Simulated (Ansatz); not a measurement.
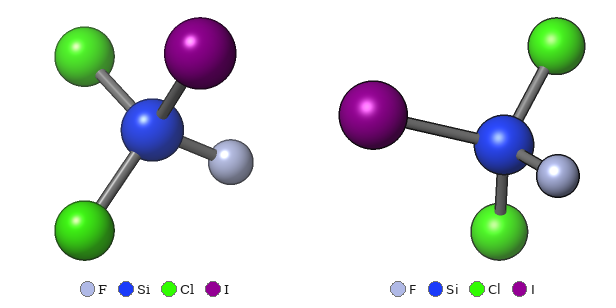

Two views of one molecule.

The geometry was computed by an optimisation with PBE0-D4/def2-TZVP.

Question: Give the formula.

Answer: SiICl2F, 5 atoms: 1 silicon, 1 iodine, 2 chlorine and 1 fluorine.

Question: Count the bonded pairs by element.

Answer: 2 Cl–Si, 1 F–Si, 1 I–Si.

The parts below concern this one geometry. Atoms keep their numbers from picture to picture.

**Geometry**

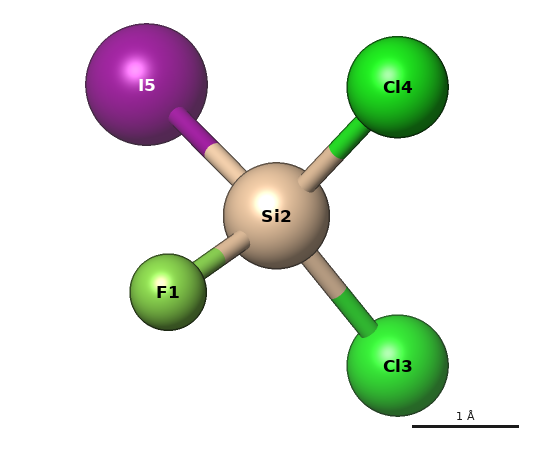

Question: What is the geometry at Si2?

Answer: Si2 has 4 neighbours (F1 at 1.58, Cl3 at 2.02, Cl4 at 2.02, I5 at 2.40 Å); the arrangement is tetrahedral.

**Vibrations**

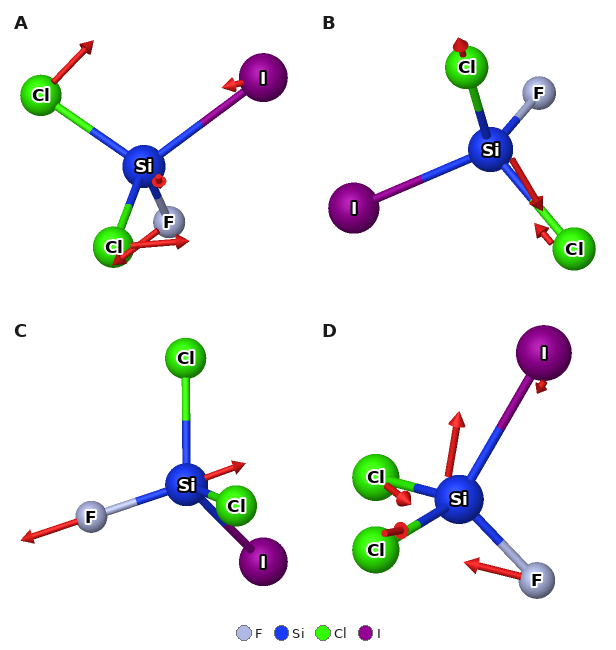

4 normal modes of one molecule or complex, as arrows. Harmonic vibrations computed with RKS PBE0-D4/def2-TZVP, core potentials on I (Ansatz 0.2.0) at a stationary point of the same level.

Question: Match the panels to the wavenumbers 135 cm⁻¹, 372 cm⁻¹, 628 cm⁻¹, 931 cm⁻¹.

Answer: A: 135 cm⁻¹, angle bending
B: 628 cm⁻¹
C: 931 cm⁻¹, F–Si stretching
D: 372 cm⁻¹

**Charges**

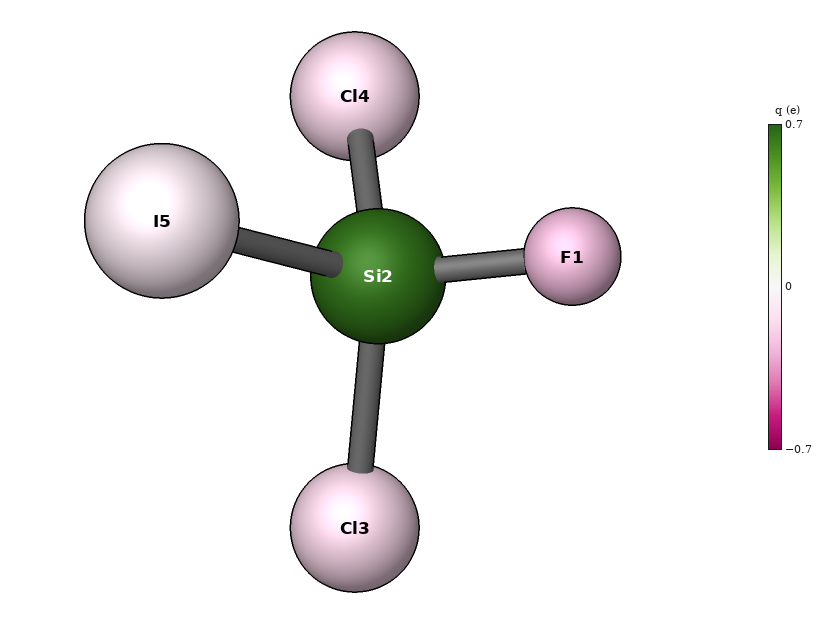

Atoms are coloured by their Mulliken charges. Method: RKS PBE0-D4/def2-TZVP, core potentials on I (Ansatz 0.2.0).

Give the Mulliken charges atom by atom.

| atom | value (e) |
| --- | --- |
| F1 | −0.25 |
| Si2 | 0.65 |
| Cl3 | −0.16 |
| Cl4 | −0.16 |
| I5 | −0.08 |

**Levels of theory compared**

Program: Ansatz 0.2.0.

Compare HOMO energy (eV) at these levels: CAM-B3LYP-D4/def2-TZVPP; PBE0-D4/def2-QZVPP; SPW92 (LDA)/def2-TZVPP; r2SCAN0-D4/def2-TZVPP; revPBE-D4/def2-TZVPP; ωB97M-V/def2-QZVPP; ωB97M-V/def2-SVP.

| level | HOMO energy (eV) |
| --- | --- |
| CAM-B3LYP-D4/def2-TZVPP | −9.57 |
| PBE0-D4/def2-QZVPP | −8.35 |
| SPW92 (LDA)/def2-TZVPP | −7.31 |
| r2SCAN0-D4/def2-TZVPP | −8.53 |
| revPBE-D4/def2-TZVPP | −7.08 |
| ωB97M-V/def2-QZVPP | −10.48 |
| ωB97M-V/def2-SVP | −10.38 |

Mulliken values depend strongly on the basis set and can even reverse the polarity of a bond.
